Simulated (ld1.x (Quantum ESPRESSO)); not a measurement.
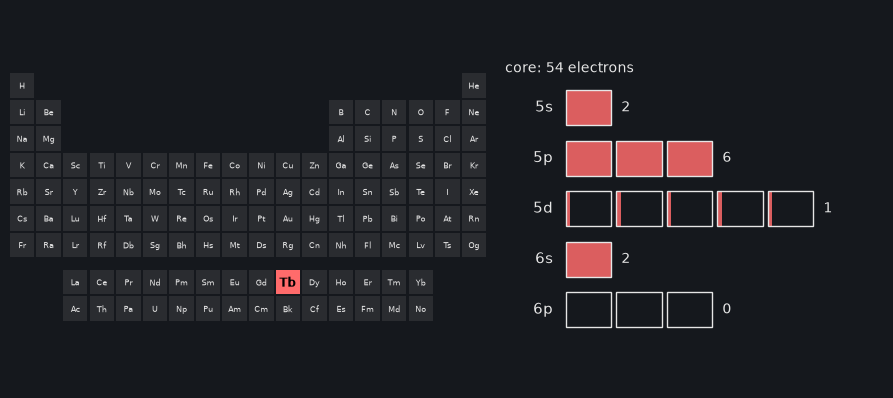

Figure 1. Left, the place of terbium in the periodic table; right, the valence shells of the reference configuration: a box for each of the 2l + 1 orbitals, shaded by the share of the shell that is filled, with the electron count at the right.

**Tb: pseudopotential generation (part 1 of 2)**

System: terbium (Tb, Z = 65), core [Kr] 4d10 4f8, reference valence 5s2 5p6 5d1 6s2 6p0, valence charge 11.
Method: TM potential, revPBE, scalar-relativistic, made with ld1.x (Quantum ESPRESSO) 7.5.

## Log
```
     Program LD1 v.7.5
     --------------------------- All-electron run ----------------------------

     Tb
     scalar relativistic calculation

     atomic number is 65.00
     dft =REVPBE   lsd =0 sic =0 latt =0  beta=0.20 tr2=1.0E-14
     Exchange-correlation= REVPBE
                           (   1   4   4   4   0   0   0)
     mesh =1263 r(mesh) =  99.54529 a.u. xmin = -7.00 dx = 0.01250
     1 Ry =  13.60569312 eV, c = 137.03599908

     n l     nl                  e(Ry)          e(Ha)          e(eV)
     1 0     1S 1( 2.00)     -3812.3871     -1906.1935    -51870.1688
     2 0     2S 1( 2.00)      -632.4026      -316.2013     -8604.2762
     2 1     2P 1( 6.00)      -561.9170      -280.9585     -7645.2707
     3 0     3S 1( 2.00)      -140.7209       -70.3604     -1914.6051
     3 1     3P 1( 6.00)      -118.9897       -59.4949     -1618.9373
     4 0     4S 1( 2.00)       -28.3016       -14.1508      -385.0625
     4 1     4P 1( 6.00)       -21.1390       -10.5695      -287.6101
     3 2     3D 1(10.00)       -90.7035       -45.3518     -1234.0846
     5 0     5S 1( 2.00)        -3.7684        -1.8842       -51.2712
     5 1     5P 1( 6.00)        -2.0496        -1.0248       -27.8866
     4 2     4D 1(10.00)       -11.3108        -5.6554      -153.8918
     4 3     4F 1( 8.00)        -0.6579        -0.3289        -8.9508
     5 2     5D 1( 1.00)        -0.1749        -0.0874        -2.3793
     6 0     6S 1( 2.00)        -0.3049        -0.1525        -4.1487
     6 1     6P 1( 0.00)        -0.0970        -0.0485        -1.3204

     final scf error:  4.8E-15 reached in  38 iterations

     Etot =  -23418.188536 Ry,  -11709.094268 Ha, -318620.686714 eV

     Ekin =   25207.837905 Ry,   12603.918952 Ha,  342970.106823 eV
     Encl =  -57203.125636 Ry,  -28601.562818 Ha, -778288.173077 eV
     Eh   =    9088.718687 Ry,    4544.359344 Ha,  123658.317337 eV
     Exc  =    -511.619491 Ry,    -255.809746 Ha,   -6960.937797 eV

     normalization and overlap integrals

     s(1S/1S) =  1.000000  <r> =   0.0215  <r2> =    0.0006  r(max) =   0.0136
     s(2S/2S) =  1.000000  <r> =   0.0915  <r2> =    0.0099  r(max) =   0.0772
     s(2P/2P) =  1.000000  <r> =   0.0809  <r2> =    0.0080  r(max) =   0.0632
     s(3S/3S) =  1.000000  <r> =   0.2393  <r2> =    0.0655  r(max) =   0.2205
     s(3P/3P) =  1.000000  <r> =   0.2381  <r2> =    0.0657  r(max) =   0.2150
     s(4S/4S) =  1.000000  <r> =   0.5408  <r2> =    0.3301  r(max) =   0.5031
     s(4P/4P) =  1.000000  <r> =   0.5726  <r2> =    0.3729  r(max) =   0.5289
     s(3D/3D) =  1.000000  <r> =   0.2165  <r2> =    0.0551  r(max) =   0.1761
     s(5S/5S) =  1.000000  <r> =   1.3069  <r2> =    1.9212  r(max) =   1.1772
     s(5P/5P) =  1.000000  <r> =   1.5331  <r2> =    2.6725  r(max) =   1.3339
     s(4D/4D) =  1.000000  <r> =   0.6213  <r2> =    0.4478  r(max) =   0.5491
     s(4F/4F) =  1.000000  <r> =   0.8407  <r2> =    0.9332  r(max) =   0.5491
     s(5D/5D) =  1.000000  <r> =   2.8550  <r2> =   10.1965  r(max) =   1.9167
     s(6S/6S) =  1.000000  <r> =   3.9513  <r2> =   17.7710  r(max) =   3.3639
     s(6P/6P) =  1.000000  <r> =   5.6821  <r2> =   37.5141  r(max) =   4.4844

     ------------------------ End of All-electron run ------------------------

     --------------------- Generating NC pseudopotential ---------------------

      Generating local pot.: lloc=0, matching radius rcloc =   1.7000

      Wfc   5P  rcut= 2.523  Using Troullier-Martins method

      Wfc   5D  rcut= 2.720  Using Troullier-Martins method

      Wfc   5F  rcut= 2.341  Using Troullier-Martins method

     ------------------- End of pseudopotential generation -------------------

     --------------------------- All-electron run ----------------------------

     Tb
     scalar relativistic calculation

     atomic number is 65.00
     dft =REVPBE   lsd =0 sic =0 latt =0  beta=0.20 tr2=1.0E-14
     Exchange-correlation= REVPBE
                           (   1   4   4   4   0   0   0)
     mesh =1263 r(mesh) =  99.54529 a.u. xmin = -7.00 dx = 0.01250
     1 Ry =  13.60569312 eV, c = 137.03599908

     n l     nl                  e(Ry)          e(Ha)          e(eV)
     1 0     1S 1( 2.00)     -3812.3871     -1906.1935    -51870.1688
     2 0     2S 1( 2.00)      -632.4026      -316.2013     -8604.2762
     2 1     2P 1( 6.00)      -561.9170      -280.9585     -7645.2707
     3 0     3S 1( 2.00)      -140.7209       -70.3604     -1914.6051
     3 1     3P 1( 6.00)      -118.9897       -59.4949     -1618.9373
     4 0     4S 1( 2.00)       -28.3016       -14.1508      -385.0625
     4 1     4P 1( 6.00)       -21.1390       -10.5695      -287.6101
     3 2     3D 1(10.00)       -90.7035       -45.3518     -1234.0846
     5 0     5S 1( 2.00)        -3.7684        -1.8842       -51.2712
     5 1     5P 1( 6.00)        -2.0496        -1.0248       -27.8866
     4 2     4D 1(10.00)       -11.3108        -5.6554      -153.8918
     4 3     4F 1( 8.00)        -0.6579        -0.3289        -8.9508
     5 2     5D 1( 1.00)        -0.1749        -0.0874        -2.3793
     6 0     6S 1( 2.00)        -0.3049        -0.1525        -4.1487
     6 1     6P 1( 0.00)        -0.0970        -0.0485        -1.3204

     final scf error:  4.8E-15 reached in  38 iterations

     Etot =  -23418.188536 Ry,  -11709.094268 Ha, -318620.686714 eV

     Ekin =   25207.837905 Ry,   12603.918952 Ha,  342970.106823 eV
     Encl =  -57203.125636 Ry,  -28601.562818 Ha, -778288.173077 eV
     Eh   =    9088.718687 Ry,    4544.359344 Ha,  123658.317337 eV
     Exc  =    -511.619491 Ry,    -255.809746 Ha,   -6960.937797 eV

     normalization and overlap integrals

     s(1S/1S) =  1.000000  <r> =   0.0215  <r2> =    0.0006  r(max) =   0.0136
     s(2S/2S) =  1.000000  <r> =   0.0915  <r2> =    0.0099  r(max) =   0.0772
     s(2P/2P) =  1.000000  <r> =   0.0809  <r2> =    0.0080  r(max) =   0.0632
     s(3S/3S) =  1.000000  <r> =   0.2393  <r2> =    0.0655  r(max) =   0.2205
     s(3P/3P) =  1.000000  <r> =   0.2381  <r2> =    0.0657  r(max) =   0.2150
     s(4S/4S) =  1.000000  <r> =   0.5408  <r2> =    0.3301  r(max) =   0.5031
     s(4P/4P) =  1.000000  <r> =   0.5726  <r2> =    0.3729  r(max) =   0.5289
     s(3D/3D) =  1.000000  <r> =   0.2165  <r2> =    0.0551  r(max) =   0.1761
     s(5S/5S) =  1.000000  <r> =   1.3069  <r2> =    1.9212  r(max) =   1.1772
     s(5P/5P) =  1.000000  <r> =   1.5331  <r2> =    2.6725  r(max) =   1.3339
     s(4D/4D) =  1.000000  <r> =   0.6213  <r2> =    0.4478  r(max) =   0.5491
     s(4F/4F) =  1.000000  <r> =   0.8407  <r2> =    0.9332  r(max) =   0.5491
     s(5D/5D) =  1.000000  <r> =   2.8550  <r2> =   10.1965  r(max) =   1.9167
     s(6S/6S) =  1.000000  <r> =   3.9513  <r2> =   17.7710  r(max) =   3.3639
     s(6P/6P) =  1.000000  <r> =   5.6821  <r2> =   37.5141  r(max) =   4.4844

     ------------------------ End of All-electron run ------------------------

     Computing logarithmic derivative in   2.98734
     Computing logarithmic derivative in   2.98734
     Computing the partial wave expansion
       no projector for channel:   0
     R is outside the sphere for l=    1 j= 0.00
     R is outside the sphere for l=    2 j= 0.00
     R is outside the sphere for l=    3 j= 0.00

     ---------------------- Testing the pseudopotential ----------------------

     Tb
     scalar relativistic calculation

     atomic number is 65.00   valence charge is 11.00
     dft =REVPBE   lsd =0 sic =0 latt =0  beta=0.20 tr2=1.0E-14
     mesh =1263 r(mesh) =  99.54529 xmin = -7.00 dx = 0.01250

     n l     nl             e AE (Ry)        e PS (Ry)    De AE-PS (Ry)
     1 0     5S   1( 2.00)       -3.76836       -3.76837        0.00001
     2 1     5P   1( 6.00)       -2.04963       -2.04963       -0.00000
     3 2     5D   1( 1.00)       -0.17487       -0.17487       -0.00000
     2 0     6S   1( 2.00)       -0.30493       -0.32209        0.01716  !
     3 1     6P   1( 0.00)       -0.09705       -0.09902        0.00197

     eps = 3.3E-15  iter = 26

     Etot =  -23418.188536 Ry,  -11709.094268 Ha, -318620.686714 eV
     Etotps =   -75.689112 Ry,     -37.844556 Ha,   -1029.802834 eV

     Ekin =      20.546307 Ry,      10.273153 Ha,     279.546745 eV
     Encl =    -145.338409 Ry,     -72.669204 Ha,   -1977.429788 eV
     Ehrt =      57.810052 Ry,      28.905026 Ha,     786.545821 eV
     Ecxc =      -9.461851 Ry,      -4.730925 Ha,    -128.735036 eV
     Epseu=       0.754789 Ry,       0.377394 Ha,      10.269423 eV

     ---------------------- End of pseudopotential test ----------------------
```

## Output of the test run (extracts)
```
     ---------------------- Testing the pseudopotential ----------------------

     Tb
     scalar relativistic calculation

     atomic number is 65.00   valence charge is 11.00
     dft =REVPBE   lsd =0 sic =0 latt =0  beta=0.20 tr2=1.0E-14
     mesh =1263 r(mesh) =  99.54529 xmin = -7.00 dx = 0.01250

     n l     nl             e AE (Ry)        e PS (Ry)    De AE-PS (Ry)
     1 0     5S   1( 2.00)       -3.76836       -3.76837        0.00001
     2 1     5P   1( 6.00)       -2.04963       -2.04963       -0.00000
     3 2     5D   1( 1.00)       -0.17487       -0.17487       -0.00000
     2 0     6S   1( 2.00)       -0.30493       -0.32209        0.01716  !
     3 1     6P   1( 0.00)       -0.09705       -0.09902        0.00197

     eps = 3.6E-15  iter = 26

     Etot =  -23418.188536 Ry,  -11709.094268 Ha, -318620.686713 eV
     Etotps =   -75.689112 Ry,     -37.844556 Ha,   -1029.802835 eV

     Ekin =      20.546307 Ry,      10.273153 Ha,     279.546745 eV
     Encl =    -145.338409 Ry,     -72.669204 Ha,   -1977.429788 eV
     Ehrt =      57.810052 Ry,      28.905026 Ha,     786.545821 eV
     Ecxc =      -9.461851 Ry,      -4.730925 Ha,    -128.735036 eV
     Epseu=       0.754789 Ry,       0.377394 Ha,      10.269423 eV

     ---------------------- End of pseudopotential test ----------------------

     ---------------------- Testing the pseudopotential ----------------------

     Tb
     scalar relativistic calculation

     atomic number is 65.00   valence charge is 11.00
     dft =REVPBE   lsd =0 sic =0 latt =0  beta=0.20 tr2=1.0E-14
     mesh =1263 r(mesh) =  99.54529 xmin = -7.00 dx = 0.01250

     n l     nl             e AE (Ry)        e PS (Ry)    De AE-PS (Ry)
     1 0     5S   1( 2.00)       -4.23638       -4.25385        0.01747  !
     2 1     5P   1( 6.00)       -2.51751       -2.53363        0.01612  !
     3 2     5D   1( 1.00)       -0.60696       -0.61680        0.00983  !
     2 0     6S   1( 1.00)       -0.68285       -0.71121        0.02836  !
     3 1     6P   1( 0.00)       -0.41970       -0.42739        0.00769  !

     eps = 5.3E-15  iter = 25

     Etot =  -23417.698543 Ry,  -11708.849272 Ha, -318614.020026 eV
     Etotps =   -75.176489 Ry,     -37.588245 Ha,   -1022.828240 eV
     dEtot_ae =       0.489992 Ry
     dEtot_ps =       0.512623 Ry,   Delta E=      -0.022631 Ry

     Ekin =      20.462691 Ry,      10.231345 Ha,     278.409093 eV
     Encl =    -140.071771 Ry,     -70.035885 Ha,   -1905.773530 eV
     Ehrt =      52.815966 Ry,      26.407983 Ha,     718.597827 eV
     Ecxc =      -9.166530 Ry,      -4.583265 Ha,    -124.716997 eV
     Epseu=       0.783155 Ry,       0.391578 Ha,      10.655367 eV

     ---------------------- End of pseudopotential test ----------------------

     ---------------------- Testing the pseudopotential ----------------------

     Tb
     scalar relativistic calculation

     atomic number is 65.00   valence charge is 11.00
     dft =REVPBE   lsd =0 sic =0 latt =0  beta=0.20 tr2=1.0E-14
     mesh =1263 r(mesh) =  99.54529 xmin = -7.00 dx = 0.01250

     n l     nl             e AE (Ry)        e PS (Ry)    De AE-PS (Ry)
     1 0     5S   1( 2.00)       -4.78800       -4.83141        0.04341  !
     2 1     5P   1( 6.00)       -3.06561       -3.10480        0.03919  !
     3 2     5D   1( 1.00)       -1.10852       -1.13245        0.02393  !
     2 0     6S   1( 0.00)       -1.11126       -1.15458        0.04332  !
     3 1     6P   1( 0.00)       -0.79541       -0.81150        0.01610  !

     eps = 6.5E-16  iter = 21

     Etot =  -23416.807676 Ry,  -11708.403838 Ha, -318601.899156 eV
     Etotps =   -74.249856 Ry,     -37.124928 Ha,   -1010.220761 eV
     dEtot_ae =       1.380860 Ry
     dEtot_ps =       1.439256 Ry,   Delta E=      -0.058396 Ry

     Ekin =      20.177743 Ry,      10.088872 Ha,     274.532181 eV
     Encl =    -133.798688 Ry,     -66.899344 Ha,   -1820.423889 eV
     Ehrt =      47.405861 Ry,      23.702931 Ha,     644.989602 eV
     Ecxc =      -8.848139 Ry,      -4.424070 Ha,    -120.385067 eV
     Epseu=       0.813366 Ry,       0.406683 Ha,      11.066413 eV

     ---------------------- End of pseudopotential test ----------------------

     ---------------------- Testing the pseudopotential ----------------------

     Tb
     scalar relativistic calculation

     atomic number is 65.00   valence charge is 11.00
     dft =REVPBE   lsd =0 sic =0 latt =0  beta=0.20 tr2=1.0E-14
     mesh =1263 r(mesh) =  99.54529 xmin = -7.00 dx = 0.01250

     n l     nl             e AE (Ry)        e PS (Ry)    De AE-PS (Ry)
     1 0     5S   1( 2.00)       -5.61827       -5.68238        0.06411  !
     2 1     5P   1( 6.00)       -3.87309       -3.92978        0.05668  !
     3 2     5D   1( 0.00)       -1.81618       -1.85043        0.03425  !
     2 0     6S   1( 0.00)       -1.67782       -1.74004        0.06222  !
     3 1     6P   1( 0.00)       -1.28065       -1.30295        0.02230  !

     eps = 3.7E-15  iter = 19

     Etot =  -23415.352737 Ry,  -11707.676369 Ha, -318582.103707 eV
     Etotps =   -72.765588 Ry,     -36.382794 Ha,    -990.026267 eV
     dEtot_ae =       2.835799 Ry
     dEtot_ps =       2.923524 Ry,   Delta E=      -0.087725 Ry

     Ekin =      18.457030 Ry,       9.228515 Ha,     251.120692 eV
     Encl =    -123.887536 Ry,     -61.943768 Ha,   -1685.575803 eV
     Ehrt =      40.199889 Ry,      20.099945 Ha,     546.947355 eV
     Ecxc =      -8.168523 Ry,      -4.084262 Ha,    -111.138421 eV
     Epseu=       0.633552 Ry,       0.316776 Ha,       8.619910 eV

     ---------------------- End of pseudopotential test ----------------------

     ---------------------- Testing the pseudopotential ----------------------

     Tb
     scalar relativistic calculation

     atomic number is 65.00   valence charge is 11.00
     dft =REVPBE   lsd =0 sic =0 latt =0  beta=0.20 tr2=1.0E-14
     mesh =1263 r(mesh) =  99.54529 xmin = -7.00 dx = 0.01250

     n l     nl             e AE (Ry)        e PS (Ry)    De AE-PS (Ry)
     1 0     5S   1( 2.00)       -3.95813       -3.98245        0.02432  !
     2 1     5P   1( 6.00)       -2.23711       -2.25834        0.02124  !
     3 2     5D   1( 1.00)       -0.31759       -0.32794        0.01035  !
     2 0     6S   1( 0.00)       -0.40340       -0.42929        0.02589  !
     3 1     6P   1( 2.00)       -0.17705       -0.18402        0.00697  !

     eps = 3.4E-15  iter = 32

     Etot =  -23417.752139 Ry,  -11708.876070 Ha, -318614.749238 eV
     Etotps =   -75.218334 Ry,     -37.609167 Ha,   -1023.397563 eV
     dEtot_ae =       0.436396 Ry
     dEtot_ps =       0.470779 Ry,   Delta E=      -0.034382 Ry

     Ekin =      20.733419 Ry,      10.366710 Ha,     282.092542 eV
     Encl =    -143.154002 Ry,     -71.577001 Ha,   -1947.709423 eV
     Ehrt =      55.724864 Ry,      27.862432 Ha,     758.175396 eV
     Ecxc =      -9.313728 Ry,      -4.656864 Ha,    -126.719721 eV
     Epseu=       0.791113 Ry,       0.395557 Ha,      10.763643 eV

     ---------------------- End of pseudopotential test ----------------------

     ---------------------- Testing the pseudopotential ----------------------

     Tb
     scalar relativistic calculation

     atomic number is 65.00   valence charge is 11.00
     dft =REVPBE   lsd =0 sic =0 latt =0  beta=0.20 tr2=1.0E-14
     mesh =1263 r(mesh) =  99.54529 xmin = -7.00 dx = 0.01250

     n l     nl             e AE (Ry)        e PS (Ry)    De AE-PS (Ry)
     1 0     5S   1( 2.00)       -4.58075       -4.60482        0.02407  !
     2 1     5P   1( 5.00)       -2.82559       -2.84518        0.01959  !
     3 2     5D   1( 1.00)       -0.80325       -0.80742        0.00417
     2 0     6S   1( 2.00)       -0.79052       -0.82486        0.03433  !
     3 1     6P   1( 0.00)       -0.48617       -0.49230        0.00613  !

     eps = 4.6E-15  iter = 28

     Etot =  -23415.765624 Ry,  -11707.882812 Ha, -318587.721326 eV
     Etotps =   -73.254397 Ry,     -36.627198 Ha,    -996.676845 eV
     dEtot_ae =       2.422911 Ry
     dEtot_ps =       2.434715 Ry,   Delta E=      -0.011804 Ry

     Ekin =      19.909090 Ry,       9.954545 Ha,     270.876966 eV
     Encl =    -135.131662 Ry,     -67.565831 Ha,   -1838.559924 eV
     Ehrt =      49.895341 Ry,      24.947670 Ha,     678.860693 eV
     Ecxc =      -8.649489 Ry,      -4.324745 Ha,    -117.682296 eV
     Epseu=       0.722324 Ry,       0.361162 Ha,       9.827716 eV

     ---------------------- End of pseudopotential test ----------------------

     ---------------------- Testing the pseudopotential ----------------------

     Tb
     scalar relativistic calculation

     atomic number is 65.00   valence charge is 11.00
     dft =REVPBE   lsd =0 sic =0 latt =0  beta=0.20 tr2=1.0E-14
     mesh =1263 r(mesh) =  99.54529 xmin = -7.00 dx = 0.01250

     n l     nl             e AE (Ry)        e PS (Ry)    De AE-PS (Ry)
     1 0     5S   1( 2.00)       -3.71239       -3.71723        0.00483
     2 1     5P   1( 6.00)       -1.99802       -2.00268        0.00466
     3 2     5D   1( 1.50)       -0.14456       -0.14729        0.00273
     2 0     6S   1( 1.50)       -0.28702       -0.30485        0.01783  !
     3 1     6P   1( 0.00)       -0.08900       -0.09182        0.00282

     eps = 4.9E-15  iter = 26

     Etot =  -23418.120377 Ry,  -11709.060189 Ha, -318619.759370 eV
     Etotps =   -75.612827 Ry,     -37.806413 Ha,   -1028.764918 eV
     dEtot_ae =       0.068158 Ry
     dEtot_ps =       0.076285 Ry,   Delta E=      -0.008127 Ry

     Ekin =      20.889476 Ry,      10.444738 Ha,     284.215805 eV
     Encl =    -146.056110 Ry,     -73.028055 Ha,   -1987.194617 eV
     Ehrt =      58.278859 Ry,      29.139430 Ha,     792.924275 eV
     Ecxc =      -9.533100 Ry,      -4.766550 Ha,    -129.704428 eV
     Epseu=       0.808048 Ry,       0.404024 Ha,      10.994047 eV

     ---------------------- End of pseudopotential test ----------------------

     ---------------------- Testing the pseudopotential ----------------------

     Tb
     scalar relativistic calculation

     atomic number is 65.00   valence charge is 11.00
     dft =REVPBE   lsd =0 sic =0 latt =0  beta=0.20 tr2=1.0E-14
     mesh =1263 r(mesh) =  99.54529 xmin = -7.00 dx = 0.01250

     n l     nl             e AE (Ry)        e PS (Ry)    De AE-PS (Ry)
     1 0     5S   1( 2.00)       -3.86646       -3.87833        0.01187  !
     2 1     5P   1( 6.00)       -2.14681       -2.15727        0.01046  !
     3 2     5D   1( 1.00)       -0.24990       -0.25514        0.00524  !
     2 0     6S   1( 1.00)       -0.35868       -0.38048        0.02180  !
     3 1     6P   1( 1.00)       -0.13979       -0.14440        0.00461

     eps = 4.2E-15  iter = 31

     Etot =  -23417.974771 Ry,  -11708.987385 Ha, -318617.778293 eV
     Etotps =   -75.459057 Ry,     -37.729528 Ha,   -1026.672767 eV
     dEtot_ae =       0.213765 Ry
     dEtot_ps =       0.230056 Ry,   Delta E=      -0.016291 Ry

     Ekin =      20.634453 Ry,      10.317226 Ha,     280.746033 eV
     Encl =    -144.211741 Ry,     -72.105870 Ha,   -1962.100690 eV
     Ehrt =      56.720648 Ry,      28.360324 Ha,     771.723732 eV
     Ecxc =      -9.375347 Ry,      -4.687673 Ha,    -127.558093 eV
     Epseu=       0.772930 Ry,       0.386465 Ha,      10.516251 eV

     ---------------------- End of pseudopotential test ----------------------
```

(Continued in part 2.) Outcome of the run: generated, with a ghost state; the pseudo-atom misses its reference levels by up to 0.23 eV (6s, which has no pseudo-wave of its own).
